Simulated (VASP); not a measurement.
## RPA total energies of C (Diamond)

Wanted: where the RPA puts the energy minimum of C (Diamond). The scan starts from a database cell, scaled to the smallest volume of the series. The cell has space group Fd-3m. The start is a cell from a database of measured crystal structures.

Calculated with VASP 6.6.1; PBE; plane waves and PAW (C_GW), in the first sound run; inputs show where later runs differ.

**1. The starting structure**

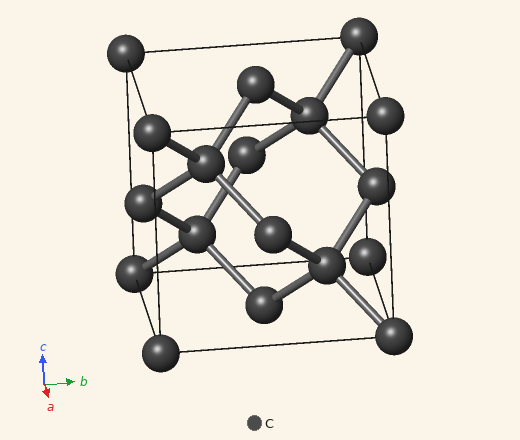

The starting structure, seen slightly off an axis (carbon dark grey). This picture shows the conventional cell, with its axes. Bonds to atoms that aren't drawn are left out. Some periodic images of atoms are drawn too.

Structure file:

```
C
1.0
     0.00000    1.74696    1.74696
     1.74696    0.00000    1.74696
     1.74696    1.74696    0.00000
C
2
Direct
  0.75000 0.75000 0.75000
  0.50000 0.50000 0.50000
```

**2. Orbitals, volume ratio 0.94**

RPA gives no stress here, so the energy is scanned over volumes, at one cutoff and mesh. Volumes are given as ratios to a reference cell, and this first cell is that cell scaled to 0.94. Each point starts from PBE orbitals, tightly converged.

Contents of INCAR:

```
SYSTEM = C
PREC = Accurate
ENCUT = 560
EDIFF = 1E-08
NELM = 100
ISMEAR = 0
SIGMA = 0.05
LREAL = .FALSE.
ALGO = Normal
GGA = PE
NBANDS = 10
LORBIT = 11
LWAVE = .TRUE.
LCHARG = .FALSE.
KPAR = 8
```

Contents of POSCAR:

```
C
1.0
    0.0000000000      1.7469644787      1.7469644787
    1.7469644787      0.0000000000      1.7469644787
    1.7469644787      1.7469644787      0.0000000000
C
2
Direct
    0.7500000000      0.7500000000      0.7500000000
    0.5000000000      0.5000000000      0.5000000000
```

Contents of KPOINTS:

```
Automatic mesh
0
Gamma
6 6 6
0 0 0
```

The projector-augmented-wave data sets are C_GW (PBE family, release 64).

Launch:

```sh
$ mpirun -np 8 vasp_std
```

Output:

```text
[banner, memory and clock lines left out]
running    8 mpi-ranks, on    1 nodes
 distrk:  each k-point on    1 cores,    8 groups
 distr:  one band on    1 cores,    1 groups

 POSCAR found type information on POSCAR C
 POSCAR found :  1 types and       2 ions
|                                                                             |
|           W    W    AA    RRRRR   N    N  II  N    N   GGGG   !!!           |
|           W    W   A  A   R    R  NN   N  II  NN   N  G    G  !!!           |
|           W    W  A    A  R    R  N N  N  II  N N  N  G       !!!           |
|           W WW W  AAAAAA  RRRRR   N  N N  II  N  N N  G  GGG   !            |
|           WW  WW  A    A  R   R   N   NN  II  N   NN  G    G                |
|           W    W  A    A  R    R  N    N  II  N    N   GGGG   !!!           |
|                                                                             |
|     For optimal performance we recommend to set                             |
|       NCORE = 2 up to number-of-cores-per-socket                            |
|     NCORE specifies how many cores store one orbital (NPAR=cpu/NCORE).      |
|     This setting can greatly improve the performance of VASP for DFT.       |
|     The default, NCORE=1 might be grossly inefficient on modern             |
|     multi-core architectures or massively parallel machines. Do your        |
|     Unfortunately you need to use the default for GW and RPA                |
|     calculations (for HF NCORE is supported but not extensively tested      |
|     yet).                                                                   |
|                                                                             |

 LDA part: xc-table for (Slater+PW92), standard interpolation
 POSCAR, INCAR and KPOINTS ok, starting setup
 FFT: planning ... GRIDC
 FFT: planning ... GRID_SOFT
 FFT: planning ... GRID
 WAVECAR not read
 entering main loop
       N       E                     dE             d eps       ncg     rms          rms(c)
DAV:   1     0.225353399263E+02    0.22535E+02   -0.50884E+03   328   0.858E+02
DAV:   2    -0.179214233502E+02   -0.40457E+02   -0.36091E+02   386   0.232E+02
DAV:   3    -0.189088293330E+02   -0.98741E+00   -0.98500E+00   424   0.301E+01
DAV:   4    -0.189122232461E+02   -0.33939E-02   -0.33937E-02   370   0.180E+00
DAV:   5    -0.189122381275E+02   -0.14881E-04   -0.14881E-04   394   0.127E-01    0.515E+00
DAV:   6    -0.183265115734E+02    0.58573E+00   -0.31935E-01   444   0.604E+00    0.280E+00
DAV:   7    -0.181271991280E+02    0.19931E+00   -0.36239E-01   466   0.614E+00    0.372E-01
DAV:   8    -0.181288266383E+02   -0.16275E-02   -0.69772E-03   336   0.908E-01    0.540E-02
DAV:   9    -0.181288873778E+02   -0.60740E-04   -0.10068E-04   420   0.130E-01    0.182E-02
DAV:  10    -0.181289022466E+02   -0.14869E-04   -0.13289E-05   346   0.390E-02    0.177E-03
DAV:  11    -0.181289025479E+02   -0.30135E-06   -0.38366E-07   414   0.659E-03    0.406E-04
DAV:  12    -0.181289026520E+02   -0.10408E-06   -0.66687E-09   358   0.106E-03    0.298E-05
DAV:  13    -0.181289026554E+02   -0.34476E-08   -0.43580E-11   196   0.832E-05
   1 F= -.18128903E+02 E0= -.18128903E+02  d E =-.282050E-18
 writing wavefunctions
```

The job ended after 1.8 s (8 MPI ranks of Intel Xeon 6975P-C (Granite Rapids), shared host; peak memory 0.81 GiB).

Lines that name or quote the potential files are left out of all logs, and their timing lines are given in words.

From OUTCAR (step 2):

```text
ion  position               nearest neighbor table
   1  0.750  0.750  0.750-   2 1.51   2 1.51   2 1.51   2 1.51
   2  0.500  0.500  0.500-   1 1.51   1 1.51   1 1.51   1 1.51

  LATTYP: Found a face centered cubic cell.
 ALAT       =     3.4939289574

 Subroutine GETGRP returns: Found 48 space group operations
 (whereof 24 operations were pure point group operations)

The static configuration has the point symmetry T_d .
 The point group associated with its full space group is O_h .

 Found     16 irreducible k-points:

   k-points           NKPTS =     16   k-points in BZ     NKDIM =     16   number of bands    NBANDS=     10

   dimension x,y,z NGX =    20 NGY =   20 NGZ =   20
   dimension x,y,z NGXF=    40 NGYF=   40 NGZF=   40

   ENCUT  =  560.0 eV  41.16 Ry    6.42 a.u.   4.77  4.77  4.77*2*pi/ulx,y,z

   NELECT =       8.0000    total number of electrons

 k-points in reciprocal lattice and weights: Automatic mesh
   0.00000000  0.00000000  0.00000000       0.005
   0.16666667  0.00000000  0.00000000       0.037
   0.33333333  0.00000000  0.00000000       0.037
   0.50000000  0.00000000  0.00000000       0.019
   0.16666667  0.16666667  0.00000000       0.028
   0.33333333  0.16666667  0.00000000       0.111
   0.50000000  0.16666667  0.00000000       0.111
  -0.33333333  0.16666667  0.00000000       0.111
  -0.16666667  0.16666667  0.00000000       0.056
[...]
-0.33333333  0.33333333  0.16666667       0.111
  -0.33333333  0.50000000  0.16666667       0.056

 average (electrostatic) potential at core
       1 -44.4558       2 -44.4558

 E-fermi :  10.9768

 k-point     1 :       0.0000    0.0000    0.0000
  band No.  band energies     occupation
      1     -11.6426      2.00000
      2      10.6815      2.00000
      3      10.6815      2.00000
      4      10.6815      2.00000
      5      16.4448      0.00000
      6      16.4448      0.00000
      7      16.4448      0.00000
      8      25.4514      0.00000
      9      30.7907      0.00000
    ...

 k-point     2 :       0.1667    0.0000    0.0000
  band No.  band energies     occupation
      1     -10.8437      2.00000
      2       6.7448      2.00000
      3       9.5901      2.00000
      4       9.5901      2.00000
      5      17.8737      0.00000
      6      17.8737      0.00000
      7      18.4808      0.00000
      8      25.8953      0.00000
      9      31.7979      0.00000
    ...

 k-point     3 :       0.3333    0.0000    0.0000
  band No.  band energies     occupation
      1      -8.4916      2.00000
      2       0.8823      2.00000
      3       8.2216      2.00000
      4       8.2216      2.00000
      5      19.2516      0.00000
      6      19.2516      0.00000
      7      19.9788      0.00000
      8      26.7174      0.00000
      9      32.5432      0.00000
    ...

  Total        2.1418049      2.1418049      2.1418049      0.0000000      0.0000000      0.0000000
  in kB      321.8164734    321.8164734    321.8164734      0.0000000      0.0000000      0.0000000
  external PRESSURE =     321.8164734 kB  Pullay stress =       0.0000000 kB

  energy-cutoff  :      560.00
  volume of cell :       10.66
      direct lattice vectors                 reciprocal lattice vectors
     0.000000000  1.746964479  1.746964479    -0.286210742  0.286210742  0.286210742
     1.746964479  0.000000000  1.746964479     0.286210742 -0.286210742  0.286210742
     1.746964479  1.746964479  0.000000000     0.286210742  0.286210742 -0.286210742

 POSITION                                       TOTAL-FORCE (eV/Angst)
 -----------------------------------------------------------------------------------
      2.62045      2.62045      2.62045        -0.000000     -0.000000     -0.000000
      1.74696      1.74696      1.74696         0.000000      0.000000      0.000000
 -----------------------------------------------------------------------------------
    total drift:                                0.000000     -0.000000      0.000000

  FREE ENERGIE OF THE ION-ELECTRON SYSTEM (eV)
  ---------------------------------------------------
  free  energy   TOTEN  =       -18.1289026554 eV

  energy  without entropy=      -18.1289026554  energy(sigma->0) =      -18.12890266

 total charge
# of ion       s       p       d       tot
------------------------------------------
    1        0.807   1.769   0.000   2.577
    2        0.807   1.769   0.000   2.577
--------------------------------------------------
tot          1.615   3.538   0.000   5.153

[... 3 further parts left out ...]
```

The gap is read on the k-mesh alone, so it is an upper bound where the band edges lie off the mesh.

A gap read on the k-mesh alone can miss the band edges.

Numbers from this step:

- free energy (TOTEN): -18.13 eV
- Fermi energy: 10.98 eV
- pressure: 32.18 GPa
- gap on the k-mesh: 4.297 eV
- least direct gap on the k-mesh: 5.763 eV

**3. Exact exchange, volume ratio 0.94**

This step: Hartree-Fock energy on PBE orbitals; plane waves and PAW (C_GW) (VASP 6.6.1).

The Hartree-Fock energy is evaluated once on these orbitals (ALGO = Eigenval, NELM = 1), without letting them relax. It uses the mesh of the correlation step, and the total energy is their sum.

Contents of INCAR:

```
SYSTEM = C
PREC = Accurate
ENCUT = 560
ISMEAR = 0
SIGMA = 0.05
LREAL = .FALSE.
GGA = PE
NBANDS = 10
ALGO = Eigenval
NELM = 1
LHFCALC = .TRUE.
AEXX = 1
ALDAC = 0
AGGAC = 0
PRECFOCK = Normal
LWAVE = .FALSE.
LCHARG = .FALSE.
```

POSCAR is that of step 2.

KPOINTS is that of step 2.

The WAVECAR or CHGCAR of an earlier step is read.

Launch:

```sh
$ mpirun -np 8 vasp_std
```

Output:

```text
[banner, memory and clock lines left out]
running    8 mpi-ranks, on    1 nodes
 distrk:  each k-point on    8 cores,    1 groups
 distr:  one band on    1 cores,    8 groups

 POSCAR found type information on POSCAR C
 POSCAR found :  1 types and       2 ions
 [... a notice as in an earlier step ...]

 LDA part: xc-table for (Slater+PW92), standard interpolation
|                                                                             |
|           W    W    AA    RRRRR   N    N  II  N    N   GGGG   !!!           |
|           W    W   A  A   R    R  NN   N  II  NN   N  G    G  !!!           |
|           W    W  A    A  R    R  N N  N  II  N N  N  G       !!!           |
|           W WW W  AAAAAA  RRRRR   N  N N  II  N  N N  G  GGG   !            |
|           WW  WW  A    A  R   R   N   NN  II  N   NN  G    G                |
|           W    W  A    A  R    R  N    N  II  N    N   GGGG   !!!           |
|                                                                             |
|     The number of bands has been changed from the values supplied in        |
|     The orbitals not found in the WAVECAR file will be initialized with     |
|     random numbers, which is usually adequate. For correlated               |
|     calculations, however, you should redo the groundstate calculation.     |
|     I found NBANDS = 10. Now, NBANDS = 16.                                  |
|                                                                             |

 found WAVECAR, reading the header
  number of bands has changed, file:    10 present:    16
  trying to continue reading WAVECAR, but it might fail
 POSCAR, INCAR and KPOINTS ok, starting setup
 FFT: planning ... GRIDC
 FFT: planning ... GRID_SOFT
 FFT: planning ... GRID
 reading WAVECAR
 random initialization beyond band           10
 the WAVECAR file was read successfully
 initial charge from wavefunction
 entering main loop
       N       E                     dE             d eps       ncg     rms          rms(c)
EIG:   1    -0.303074209357E+02   -0.30307E+02    0.00000E+00     0   0.000E+00
   1 F= -.30307421E+02 E0= -.30307421E+02  d E =-.432843E-11
```

Elapsed: 8.6 s, on 8 MPI ranks; peak memory 0.74 GiB; 50 s of CPU time.

Parts of OUTCAR (step 3):

```text
 Found     16 irreducible k-points:

   k-points           NKPTS =     16   k-points in BZ     NKDIM =    216   number of bands    NBANDS=     16

   NELECT =       8.0000    total number of electrons

  exchange ACFDT corr.  =        -0.00000000  see jH, gK, PRB 81, 115126

 E-fermi :  10.8956

 k-point     1 :       0.0000    0.0000    0.0000
  band No.  band energies     occupation
      1     -22.4857      2.00000
      2       8.2253      2.00000
      3       8.2253      2.00000
      4       8.2253      2.00000
      5      22.6826      0.00000
      6      22.6826      0.00000
      7      22.6826      0.00000
      8      34.2973      0.00000
      9      38.5152      0.00000
    ...

 k-point     2 :       0.1667    0.0000    0.0000
  band No.  band energies     occupation
      1     -21.4330      2.00000
      2       2.9207      2.00000
      3       6.8104      2.00000
      4       6.8104      2.00000
      5      24.5650      0.00000
      6      24.5650      0.00000
      7      25.1008      0.00000
      8      34.9023      0.00000
      9      40.0155      0.00000
    ...

 POSITION                                       TOTAL-FORCE (eV/Angst)
 -----------------------------------------------------------------------------------
      2.62045      2.62045      2.62045         0.000000      0.000000      0.000000
      1.74696      1.74696      1.74696        -0.000000     -0.000000     -0.000000
 -----------------------------------------------------------------------------------
    total drift:                               -0.000000      0.000000     -0.000000

  FREE ENERGIE OF THE ION-ELECTRON SYSTEM (eV)
  ---------------------------------------------------
  free  energy   TOTEN  =       -30.3074209357 eV

  energy  without entropy=      -30.3074209357  energy(sigma->0) =      -30.30742094

[... 8 parts as in an earlier step ...]

[... 5 further parts left out ...]
```

This step gave:

| Quantity | Value |
| --- | --- |
| free energy (TOTEN) | -30.31 eV |

The Hartree-Fock energy on these orbitals is -15.1537 eV an atom.

**4. Empty bands, volume ratio 0.94**

This step: PBE; plane waves and PAW (C_GW) (VASP 6.6.1).

The next step needs empty bands that the ground-state run didn't converge, so the Hamiltonian is diagonalised exactly for NBANDS bands, in a single step. LOPTICS writes the k-derivatives of the orbitals (WAVEDER), which give the long-wavelength limit of the screening.

Contents of INCAR:

```
SYSTEM = C
PREC = Accurate
ENCUT = 560
ISMEAR = 0
SIGMA = 0.05
LREAL = .FALSE.
GGA = PE
NBANDS = 328
ALGO = Exact
NELM = 1
LWAVE = .TRUE.
LCHARG = .FALSE.
LOPTICS = .TRUE.
NEDOS = 1000
CSHIFT = 0.1
```

POSCAR is that of step 3.

KPOINTS is that of step 3.

Launch:

```sh
$ mpirun -np 8 vasp_std
```

Output:

```text
[banner, memory and clock lines left out]
running    8 mpi-ranks, on    1 nodes
 distrk:  each k-point on    8 cores,    1 groups
 distr:  one band on    1 cores,    8 groups

 POSCAR found type information on POSCAR C
 POSCAR found :  1 types and       2 ions
 [... a notice as in an earlier step ...]

 LDA part: xc-table for (Slater+PW92), standard interpolation
 found WAVECAR, reading the header
  number of bands has changed, file:    10 present:   328
  trying to continue reading WAVECAR, but it might fail
 POSCAR, INCAR and KPOINTS ok, starting setup
 FFT: planning ... GRIDC
 FFT: planning ... GRID_SOFT
 FFT: planning ... GRID
 reading WAVECAR
 random initialization beyond band           10
 the WAVECAR file was read successfully
 initial charge from wavefunction
 entering main loop
       N       E                     dE             d eps       ncg     rms          rms(c)
DIA:   1    -0.181289026535E+02   -0.18129E+02    0.00000E+00     0   0.000E+00
   1 F= -.18128903E+02 E0= -.18128903E+02  d E =-.138475E-62
 writing wavefunctions
 optical routines
 imaginary and real dielectric function
 recalculating local potential from charge density
 direction            1
 direction            2
 direction            3
```

Elapsed: 3 s, on 8 MPI ranks; peak memory 0.79 GiB; 15 s of CPU time.

OUTCAR, selected parts (step 4):

```text
 Found     16 irreducible k-points:

   k-points           NKPTS =     16   k-points in BZ     NKDIM =     16   number of bands    NBANDS=    328

   NELECT =       8.0000    total number of electrons

 E-fermi :  11.2665

  Total        2.1418030      2.1418030      2.1418030     -0.0000000      0.0000000      0.0000000
  in kB      321.8161873    321.8161873    321.8161873     -0.0000000      0.0000000      0.0000000
  external PRESSURE =     321.8161873 kB  Pullay stress =       0.0000000 kB

  FREE ENERGIE OF THE ION-ELECTRON SYSTEM (eV)
  ---------------------------------------------------
  free  energy   TOTEN  =       -18.1289026535 eV

  energy  without entropy=      -18.1289026535  energy(sigma->0) =      -18.12890265

 plasma frequency squared (from intraband transitions) (eV^2)
  --------------------------------------------------------------------------------------
       0.000       0.000       0.000
       0.000       0.000       0.000
       0.000       0.000       0.000

[... 16 parts as in an earlier step ...]
```

WAVECAR now holds 328 bands for 8 electrons. Its independent-particle dielectric tensor has xx, yy, zz = 6.2, 6.2, 6.2 on this mesh, which isn't tested for convergence in mesh or bands and lacks local fields.

[end of part 1 of 6]

[Lines on the potential files, build, host, timing and source positions are cut from VASP's logs without a mark.]

[Logs are printed without paths, hosts, clocks, repeated set-up lines and the standing remarks that a program may print on its own settings, such as how far it seeks lower states.]

[Hosts, paths, dates, database ids (printed as entryN), source tags and the programs' standing remarks are cut or masked in the printed files.]

[Pressures printed for these runs are not shown converged in the cutoff: they can be off by several GPa and have the wrong sign.]
